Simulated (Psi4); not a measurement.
# Si2NH5F (SMILES F[SiH2]N[SiH2]): UHF/6-31G(d) (spherical functions)

What is the vertical ionisation energy of Si2NH5F at UHF/6-31G* (spherical functions)? The job is set up through a Python script.

The calculation is run with Psi4 1.11.

4 further runs of the same task are left out: 4 set aside as unsound or not needed. Runs told in other sessions of the task aren't counted.

### Step 1. Starting point

Si2NH5F has 9 atoms, charge 0, and is taken as a doublet. SMILES: `F[SiH2]N[SiH2]`. The shape is that of a PBE0-D4/def2-TZVP optimisation. This is one conformer, not always the lowest.

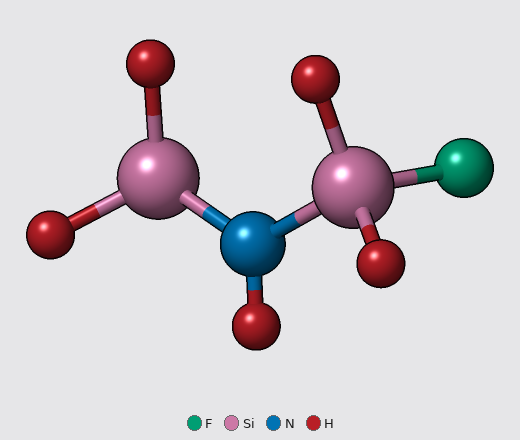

The structure, seen from a chosen angle (fluorine teal, silicon pink, nitrogen blue, hydrogen red).

### Step 2. A single-point energy at UHF/6-31G(d) (spherical functions)

The input, job.py:

```python
import psi4

psi4.set_memory(2200000000)
psi4.set_num_threads(1)
psi4.set_output_file('run.log', False)

mol = psi4.geometry("""
0 2
F     -3.36031099     2.28448991    -2.23327833
Si    -0.54424112     2.12329627    -1.14309533
N      0.45636886    -0.92861142    -0.76155963
Si     0.04459754    -2.89808398     1.82906592
H      1.08904917     3.39980627    -3.02129413
H     -0.57220907     3.36333456     1.35833514
H      1.13459157    -1.78049995    -2.33286690
H     -0.46543954    -1.22832198     4.03683295
H      2.38445642    -4.42328194     2.23497909
units au
symmetry c1
no_reorient
no_com
""")

options = {'basis': '6-31G*', 'reference': 'uhf', 'puream': True, 'e_convergence': 1e-09, 'd_convergence': 1e-08, 'scf_type': 'pk', 'maxiter': 100}
psi4.set_options(options)

energy_value, wavefunction = psi4.energy("hf", return_wfn=True)
psi4.oeprop(wavefunction, "DIPOLE", "MULLIKEN_CHARGES", "QUADRUPOLE")
print(f'total energy {energy_value:.8f} hartree = {energy_value * 27.211386:.5f} eV')
```

Started as:

```bash
$ python job.py
```

run.log:

```text
[...]
  Running in c1 symmetry.
[...]
  Nuclear repulsion =  217.045251755645722
[...]
  Multiplicity = 2
[...]
  Nalpha       = 25
  Nbeta        = 24
[...]
    Number of basis functions: 74
[...]
   @UHF iter   1:  -734.58494024178685   -8.65655e-01   6.38707e-03 ADIIS/DIIS
[...]
   @UHF iter  14:  -734.69724891067551   -1.13687e-12   4.07252e-09 DIIS
[...]
   @S^2 Observed:                7.532544678E-01
[...]
    Orbital Energies [Eh]
    ---------------------
    Alpha Occupied:
       1A    -68.816176     2A    -68.784906     3A    -26.273209
       4A    -15.554988     5A     -6.168863     6A     -6.145825
       7A     -4.276117     8A     -4.275066     9A     -4.274720
      10A     -4.256555    11A     -4.248465    12A     -4.247989
      13A     -1.570989    14A     -1.152609    15A     -0.766180
      16A     -0.729688    17A     -0.665641    18A     -0.652178
      19A     -0.650395    20A     -0.587139    21A     -0.524449
      22A     -0.494925    23A     -0.480124    24A     -0.467221
      25A     -0.315419
    Alpha Virtual:
[...]
  @UHF Final Energy:  -734.69724891067551
   => Energetics <=
    Nuclear Repulsion Energy =            217.0452517556457224
    One-Electron Energy =               -1451.2067015471170635
    Two-Electron Energy =                 499.4642008807958291
    Total Energy =                       -734.6972489106755120
  UHF NO Occupations:
  HONO-2 :   23  A 1.9997578
  HONO-1 :   24  A 1.9987528
  HONO-0 :   25  A 1.0000000
  LUNO+0 :   26  A 0.0012472
  LUNO+1 :   27  A 0.0002422
[...]
 Multipole Moments:
 ------------------------------------------------------------------------------------
     Multipole            Electronic (a.u.)      Nuclear  (a.u.)        Total (a.u.)
 ------------------------------------------------------------------------------------
 L = 1.  Multiply by 2.5417464519 to convert [e a0] to [Debye]
 Dipole X            :         31.0417286          -30.4727785            0.5689502
 Dipole Y            :         -2.8765345            2.5441383           -0.3323962
 Dipole Z            :         13.4574989          -13.5508480           -0.0933491
 Magnitude           :                                                    0.6655115
 L = 2.  Multiply by 1.3450342976 to convert [e a0^2] to [Debye ang]
 Quadrupole XX       :       -148.5080332          115.9607558          -32.5472775
 Quadrupole XY       :        101.3793064         -100.2610781            1.1182283
[...]
  Mulliken Charges: (a.u.)
   Center  Symbol    Alpha    Beta     Spin     Total
       1     F     4.76879  4.76911 -0.00032 -0.53790
       2    SI     6.38301  6.39059 -0.00758  1.22641
       3     N     4.07205  4.01202  0.06003 -1.08406
       4    SI     7.13392  6.23791  0.89601  0.62817
       5     H     0.59005  0.58648  0.00356 -0.17653
       6     H     0.58602  0.58650 -0.00049 -0.17252
       7     H     0.29682  0.30463 -0.00781  0.39855
       8     H     0.57652  0.56262  0.01389 -0.13914
       9     H     0.59284  0.55014  0.04271 -0.14298
   Total alpha = 25.00000, Total beta = 24.00000, Total charge =  0.00000
```

On the terminal:

```text
total energy -734.69724891 hartree = -19992.13043 eV
```

Wall time 5.4 s (1 thread of Intel Xeon Platinum 8259CL at 2.50GHz (Skylake/Cascade Lake), shared host); peak memory 0.24 GiB.

### Step 3. The singlet cation at the same level

The input, fh5nsi2.xyz:

```xyz
9
FH5NSi2
F     -1.778200     1.208900    -1.181800
Si    -0.288000     1.123600    -0.604900
N      0.241500    -0.491400    -0.403000
Si     0.023600    -1.533600     0.967900
H      0.576300     1.799100    -1.598800
H     -0.302800     1.779800     0.718800
H      0.600400    -0.942200    -1.234500
H     -0.246300    -0.650000     2.136200
H      1.261800    -2.340700     1.182700
```

The input, job.py:

```python
import psi4

psi4.set_memory('2200 MB')
psi4.set_num_threads(1)
psi4.core.set_output_file('fh5nsi2.out', False)

with open('fh5nsi2.xyz') as f:
    atoms = ''.join(f.readlines()[2:])
mol = psi4.geometry('1 1\n' + atoms + 'symmetry c1\nno_reorient\nno_com')

psi4.set_options({
    'basis': '6-31G*',
    'puream': True,
    'e_convergence': 1e-09,
    'd_convergence': 1e-08,
    'scf_type': 'pk',
})

e_tot, wfn = psi4.energy('hf', molecule=mol, return_wfn=True)
print(f'hf energy: {e_tot:.10f} Eh')
for k, v in sorted(psi4.core.scalar_variables().items()):
    print(f'{k:45s} {v:18.10f}')
```

Started as:

```bash
$ python job.py
```

fh5nsi2.out:

```text
[...]
  Running in c1 symmetry.
[...]
  Nuclear repulsion =  217.045251544568430
[...]
  Multiplicity = 1
[...]
  Nalpha       = 24
  Nbeta        = 24
[...]
    Number of basis functions: 74
[...]
   @RHF iter   1:  -734.28957998706449   -5.70294e-01   6.33440e-03 ADIIS/DIIS
[...]
   @RHF iter  13:  -734.41306328185351   -1.36424e-12   2.43966e-09 DIIS
[...]
    Orbital Energies [Eh]
    ---------------------
    Doubly Occupied:
       1A    -69.091654     2A    -68.986292     3A    -26.424704
       4A    -15.803376     5A     -6.446585     6A     -6.340173
       7A     -4.552686     8A     -4.549915     9A     -4.549606
      10A     -4.447499    11A     -4.446337    12A     -4.445333
      13A     -1.720399    14A     -1.381364    15A     -0.968162
      16A     -0.938447    17A     -0.854233    18A     -0.806595
      19A     -0.801870    20A     -0.793074    21A     -0.736086
      22A     -0.708199    23A     -0.666869    24A     -0.636735
[...]
  @RHF Final Energy:  -734.41306328185351
   => Energetics <=
    Nuclear Repulsion Energy =            217.0452515445684298
    One-Electron Energy =               -1440.7242431078946083
    Two-Electron Energy =                 489.2659282814727817
    Total Energy =                       -734.4130632818535105
[...]
 Multipole Moments:
 ------------------------------------------------------------------------------------
     Multipole            Electronic (a.u.)      Nuclear  (a.u.)        Total (a.u.)
 ------------------------------------------------------------------------------------
 L = 1.  Multiply by 2.5417464519 to convert [e a0] to [Debye]
 Dipole X            :         30.8752489          -30.4727786            0.4024702
 Dipole Y            :         -5.3140562            2.5441383           -2.7699179
 Dipole Z            :         14.7231275          -13.5508481            1.1722794
 Magnitude           :                                                    3.0345785
[...]
```

On the terminal:

```text
hf energy: -734.4130632819 Eh
CURRENT ENERGY                                   -734.4130632819
CURRENT REFERENCE ENERGY                         -734.4130632819
DD SOLVATION ENERGY                                 0.0000000000
HF KINETIC ENERGY                                 734.3051065806
HF POTENTIAL ENERGY                             -1468.7181698625
HF TOTAL ENERGY                                  -734.4130632819
HF VIRIAL RATIO                                     2.0001470189
NUCLEAR REPULSION ENERGY                          217.0452515446
ONE-ELECTRON ENERGY                             -1440.7242431079
PCM POLARIZATION ENERGY                             0.0000000000
PE ENERGY                                           0.0000000000
SCF ITERATION ENERGY                             -734.4130632819
SCF ITERATIONS                                     13.0000000000
SCF TOTAL ENERGY                                 -734.4130632819
TWO-ELECTRON ENERGY                               489.2659282815
```

It took 4.5 s on 1 thread of Intel Xeon Platinum 8259CL at 2.50GHz (Skylake/Cascade Lake), shared host; peak memory 0.24 GiB.

### Step 4. What came out

Level: UHF/6-31G* (spherical functions).

| quantity | value |
| --- | --- |
| doublet Si2NH5F: total energy | -734.69725 Eh |
| doublet Si2NH5F: dipole moment | 1.69 D |
| doublet Si2NH5F: HOMO energy (highest over α and β) | -8.58 eV |
| doublet Si2NH5F: LUMO energy (lowest over α and β) | 1.60 eV |
| doublet Si2NH5F: ⟨S²⟩ | 0.753 |
| singlet cation: total energy | -734.41306 Eh |
| singlet cation: HOMO energy | -17.33 eV |
| singlet cation: LUMO energy | -6.82 eV |
| singlet cation: HOMO–LUMO gap | 10.50 eV |
| vertical ionisation energy (to the singlet cation) | 7.733 eV |

What this shows: The vertical ionisation energy comes to 7.73 eV (178 kcal/mol). With no_com the log's rotational constants are taken about the origin, not the centre of mass, so they aren't the molecule's. Mulliken charges (doublet Si2NH5F) run from -1.08 on N3 to +1.23 on Si2.
